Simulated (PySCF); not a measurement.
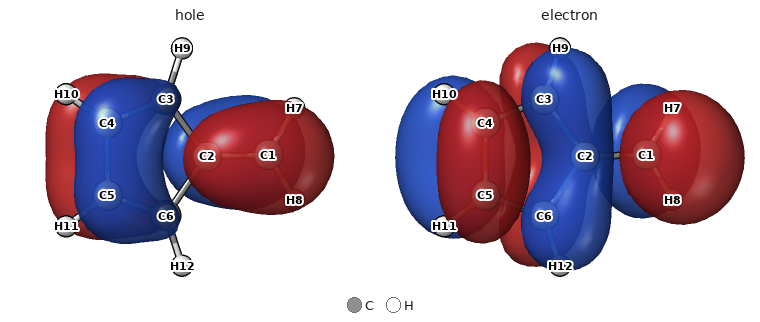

Figure. C6H6, SMILES `C=C1C=CC=C1`. Leading natural transition orbital pair of S₂ (TDA singlet states); the surfaces enclose about 85 % of each orbital's density.

Method: BHandHLYP/6-31+G*; geometry: GFN2-xTB; program: PySCF. No frequency check shows the geometry to be a minimum.

The calculation's input:

```python
import numpy as np
from pyscf import gto, scf, dft, tdscf
from pyscf.scf import atom_ks, atom_hf
from scipy.linalg import block_diag

def solve(mol, dm0=None, hcore=None):
    mf = (dft.UKS if mol.spin else dft.RKS)(mol, xc='bhandhlyp')
    mf.grids.level = 3
    mf = mf.density_fit(auxbasis='def2-universal-jkfit')
    mf.conv_tol, mf.max_cycle = 1e-8, 80
    if hcore is not None:
        mf.get_hcore = lambda *args: hcore
    mf.kernel(dm0)
    if not mf.converged:
        mf = mf.newton().run(mf.mo_coeff, mf.mo_occ, max_cycle=30)
    assert mf.converged, 'SCF not converged'
    return mf

mol = gto.M(atom='''
C     -2.09142    -0.00013     0.00000
C     -0.75720     0.00027     0.00000
C      0.12663    -1.16630     0.00000
C      1.39619    -0.72872     0.00000
C      1.39607     0.72880     0.00000
C      0.12644     1.16618     0.00000
H     -2.65682    -0.91775     0.00000
H     -2.65697     0.91716     0.00000
H     -0.22301    -2.18148     0.00000
H      2.29008    -1.32648     0.00000
H      2.28986     1.32671     0.00000
H     -0.22337     2.18130     0.00000
''', basis='6-31+g*', charge=0, spin=0, verbose=4)
mf = solve(mol)
td = mf.TDA()
td.nstates, td.singlet, td.conv_tol = 4, True, 1e-5
td.kernel()
td.analyze()
x, y = np.array([p[0] for p in td.xy]), np.array([p[1] + 0 * p[0] for p in td.xy])
f, mu = td.oscillator_strength(), td.transition_dipole()
nto = [td.get_nto(state=i + 1, verbose=4) for i in range(len(td.e))]
# spherically averaged free atoms, for the promolecule
atm = atom_ks.get_atm_nrks(mol, xc='bhandhlyp')
pro = block_diag(*[(atm[a[0]][2] * atm[a[0]][3]) @ atm[a[0]][2].T for a in mol._atom])
np.savez('result.npz', e=td.e, f=f, ok=td.converged, w=[n[0] for n in nto], nto=[n[1] for n in nto], x=x, y=y, c=mf.mo_coeff, occ=mf.mo_occ, eps=mf.mo_energy, pro=pro, mu=mu)
```

Run with:

```sh
OMP_NUM_THREADS=1 python input.py
```

The run took 6.3 min on 1 thread of Arm Neoverse V2, on a shared host, peak memory 0.66 GiB.

Give its energy, strength and character.

5.90 eV (210 nm), f = 0.621 (bright), π → π*; the leading pair carries 87 %; hole on C1 (28 %), C2 (19 %) and C4 and C5 (16 % each), electron on C1 (23 %), C4 and C5 (14 % each) and C3 and C6 (13 % each); their centroids lie 0.0 Å apart; S₃ lies within 0.1 eV of it. In canonical orbitals it is mainly HOMO−1 → LUMO (86 %). The HOMO–LUMO gap is 6.30 eV.
